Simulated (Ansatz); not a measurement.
# BLYP-D4/3-21G (accuracy low, start density atoms) run of MoCl4O (SMILES O=[Mo](Cl)(Cl)(Cl)Cl)

What is the vertical ionisation energy of MoCl4O at BLYP-D4/3-21G (accuracy low, start density atoms)? 

Program for the calculation: Ansatz 0.2.0.

9 further runs of the same task are left out: 4 for a known fault of the program, 2 that didn't finish, 3 set aside as unsound or not needed. Runs told in other sessions of the task aren't counted.

## (1) The structure to begin with

MoCl4O: 6 atoms, total charge 0, spin state singlet. SMILES: `O=[Mo](Cl)(Cl)(Cl)Cl`. The shape is that of a PBE0-D4/def2-TZVP optimisation.

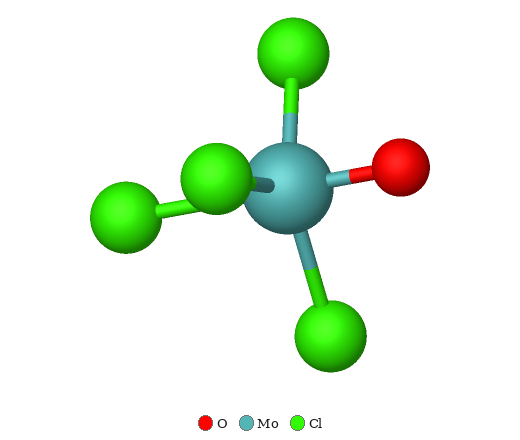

The structure, seen from a chosen angle (oxygen red, molybdenum teal, chlorine green).

## (2) Energy and forces at BLYP-D4/3-21G (accuracy low, start density atoms)

Input file run.yaml:

```yaml
crystal:
  periodic: [false, false, false]
  atoms:
    - symbol: O
      position_ang: [-0.647300, -1.552840, 0.739910]
    - symbol: Mo
      position_ang: [-0.060260, -0.144860, 0.068810]
    - symbol: Cl
      position_ang: [2.064980, -0.754570, 0.382320]
    - symbol: Cl
      position_ang: [-1.047850, -0.541190, -1.894310]
    - symbol: Cl
      position_ang: [0.775250, 1.861870, -0.884910]
    - symbol: Cl
      position_ang: [-1.084830, 1.131590, 1.588170]
basis:
  gaussian: {orbitals: 3-21G.json}
accuracy: low
hamiltonian: {xc: {name: BLYP}, dispersion: d4, pseudopotentials: {relativity: none}}
output: {forces: true, orbitals: {seedname: orbitals}}
```

The basis set 3-21G is read from a file made from the Basis Set Exchange's data (not shown).

The run is started by

```
$ ansatz run run.yaml --threads 1 --pin off --max-ram 3480MiB --events-out events.jsonl --progress --plain --runs-dir runs
```

Standard output:

```text
Warning: RAYON_NUM_THREADS=1 ignored (pool sized by the plan → 1); use --threads N
Functional definition: BLYP
  name "BLYP"
  parameter beta = 0.0042
  parameter a = 0.04918
  parameter b = 0.132
  parameter c = 0.2533
  parameter d = 0.349
  exchange = b88_x(beta = beta)
  correlation = lyp_c(a = a, b = b, c = c, d = d)
1338 factors; their error is unknown
mean field evaluation 1: about -159612.5047 eV, gradient 6.9e1 eV
mean field evaluation 2: about -159332.0591 eV, gradient 2.9e2 eV
mean field evaluation 4: about -159597.1302 eV, gradient 9.0e1 eV
mean field evaluation 8: about -159621.5467 eV, gradient 3.3e0 eV
mean field evaluation 16: about -159621.4633 eV, gradient 6.0e-3 eV
mean field -159621.46333301 eV, -5865.9805821744 hartree, gradient 2.5e-5 eV, S^2 0.000000; 0 other end points of the search recorded, 0 dependent functions left out
the calculation of the forces begins
reference -159621.46377509 eV, -5865.9805984204 hartree; 59, 59 occupied and 41, 41 virtual orbitals, 1338 factors
Total energy: -159622.15392908 eV, -5866.0059611118 hartree
Atom 0 at    -0.647300    -1.552840     0.739910 Å, force    -1.646352    -3.949285     1.882059 eV/Å
Atom 1 at    -0.060260    -0.144860     0.068810 Å, force     1.091575     2.617388    -1.246202 eV/Å
Atom 2 at     2.064980    -0.754570     0.382320 Å, force     2.056548    -0.633457     0.324079 eV/Å
Atom 3 at    -1.047850    -0.541190    -1.894310 Å, force    -0.979705    -0.425557    -1.897083 eV/Å
Atom 4 at     0.775250     1.861870    -0.884910 Å, force     0.493603     1.184751    -0.563438 eV/Å
Atom 5 at    -1.084830     1.131590     1.588170 Å, force    -1.015670     1.206160     1.500585 eV/Å
Dipole moment:    -0.108452    -0.261283     0.123359 e Å
```

It took 7.2 s on 1 thread of Arm Neoverse V2, shared host.

## (3) The doublet cation at the same level

run.yaml: that of step 2 with these lines changed.

```diff
@@ -17,4 +17,6 @@
   gaussian: {orbitals: 3-21G.json}
+total_charge: 1
+magnetization: {spin_polarized: false, initial_magnetization: 1}
+hamiltonian: {xc: {name: BLYP}, dispersion: d4, pseudopotentials: {relativity: none}}
 accuracy: low
-hamiltonian: {xc: {name: BLYP}, dispersion: d4, pseudopotentials: {relativity: none}}
 output: {forces: true, orbitals: {seedname: orbitals}}
```

The basis set 3-21G is read from a file made from the Basis Set Exchange's data (not shown).

The run is started by

```
$ ansatz run run.yaml --threads 1 --pin off --max-ram 3480MiB --events-out events.jsonl --progress --plain --runs-dir runs
```

Standard output (excerpt; [...] marks lines left out):

```text
Warning: RAYON_NUM_THREADS=1 ignored (pool sized by the plan → 1); use --threads N
[... 2 set-up lines as earlier in the session ...]
[...]
1338 factors; their error is unknown
[...]
mean field -159611.08132224 eV, -5865.5990503156 hartree, gradient 3.1e-6 eV, S^2 0.750000; 22 other end points of the search recorded, 0 dependent functions left out
[...]
reference -159611.08178846 eV, -5865.5990674488 hartree; 59, 58 occupied and 41, 42 virtual orbitals, 1338 factors
Total energy: -159611.73170162 eV, -5865.6229513172 hartree
Atom 0 at    -0.647300    -1.552840     0.739910 Å, force    -1.472972    -3.303473     1.706748 eV/Å
Atom 1 at    -0.060260    -0.144860     0.068810 Å, force     0.226552    -0.080193    -0.325714 eV/Å
Atom 2 at     2.064980    -0.754570     0.382320 Å, force     1.833067    -0.306684     0.021603 eV/Å
Atom 3 at    -1.047850    -0.541190    -1.894310 Å, force    -0.596612    -0.141922    -1.751517 eV/Å
Atom 4 at     0.775250     1.861870    -0.884910 Å, force     0.736972     2.280774    -0.788337 eV/Å
Atom 5 at    -1.084830     1.131590     1.588170 Å, force    -0.727008     1.551497     1.137217 eV/Å
Dipole moment:    -0.008092     0.076271     0.019004 e Å
```

It took 2.7 min on 1 thread of Arm Neoverse V2, shared host.

## (4) Results

At BLYP-D4/3-21G (accuracy low, start density atoms):

```
                                          quantity           value
                      singlet MoCl4O: total energy  -5866.00596 Eh
                     singlet MoCl4O: dipole moment          1.48 D
                       singlet MoCl4O: HOMO energy        -7.49 eV
                       singlet MoCl4O: LUMO energy        -5.55 eV
                     singlet MoCl4O: HOMO–LUMO gap         1.94 eV
                 singlet MoCl4O: dispersion energy   -66.59 kJ/mol
          singlet MoCl4O: largest force on an atom      4.674 eV/Å
                      doublet cation: total energy  -5865.62295 Eh
                 doublet cation: dispersion energy   -62.71 kJ/mol
                              doublet cation: ⟨S²⟩           0.750
          doublet cation: largest force on an atom      3.999 eV/Å
vertical ionisation energy (to the doublet cation)       10.422 eV
```

In words: Removing an electron at fixed nuclei costs 10.42 eV (1006 kJ/mol). The largest force (singlet MoCl4O) is 4.67 eV/Å: too large for a shape near rest; a basis without polarisation functions on a geometry from another level can give that. The negative HOMO energy of the first species, 7.49 eV, lies 2.93 eV below that difference. The accuracy setting (singlet MoCl4O) is loose, so the last digits carry no meaning. Relativity is left out (singlet MoCl4O) although the molecule holds a heavy atom. The accuracy setting (doublet cation) is loose, so the last digits carry no meaning.
